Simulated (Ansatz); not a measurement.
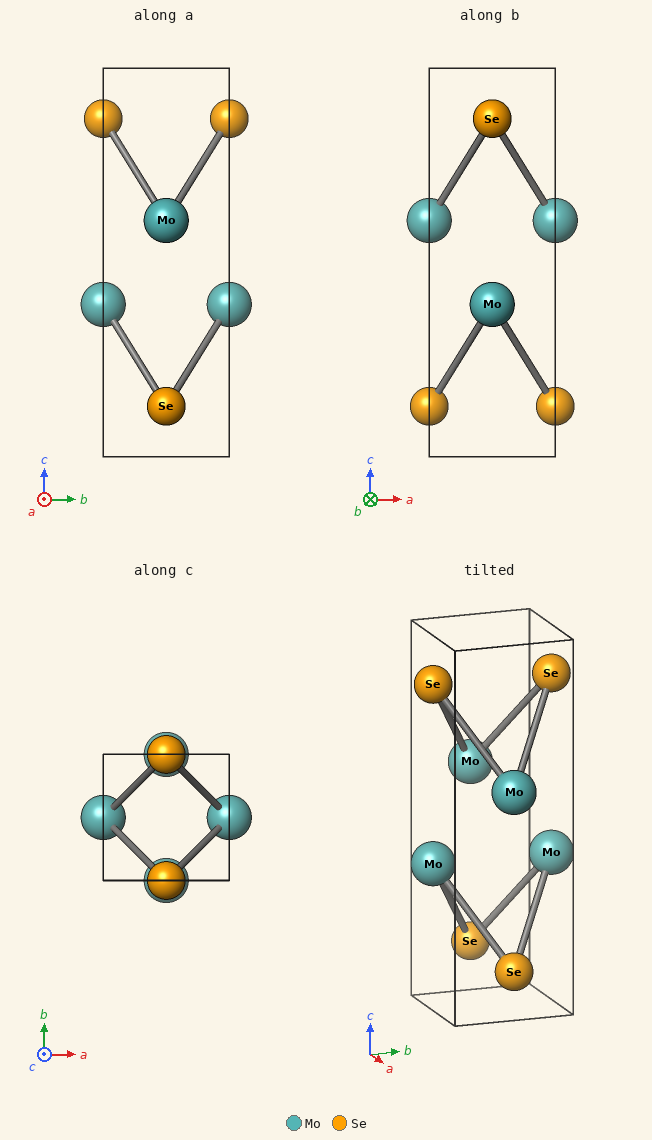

A ball-and-stick picture of a crystal structure, seen along the a axis, along the b axis, along the c axis and slightly off an axis. The conventional unit cell is outlined; an atom on or near a face, edge or corner is repeated at each equivalent position.

Lattice parameters: a = 2.942 Å, b = 2.942 Å, c = 9.072 Å, α = 90.00°, β = 90.00°, γ = 90.00°.

**Record the structure as a table of Wyckoff sites, with free fractional coordinates to two decimals.**

Space group P4/nmm:1 (No. 129).
```json
{"atom": "Mo", "site": "2c", "x": "0.00", "y": "0.50", "z": "0.61"}
{"atom": "Se", "site": "2c", "x": "0.00", "y": "0.50", "z": "0.13"}
```

Provenance: a generated cell, made by putting these elements into a known structure type (the compound may or may not exist in this form); not relaxed. It was run through Ansatz as a DFT input.

At this level of theory the cell isn't at rest (stretched, at -13 GPa and forces up to 2.4 eV/Å), so its distances can differ from those at equilibrium, the more so the softer the solid.
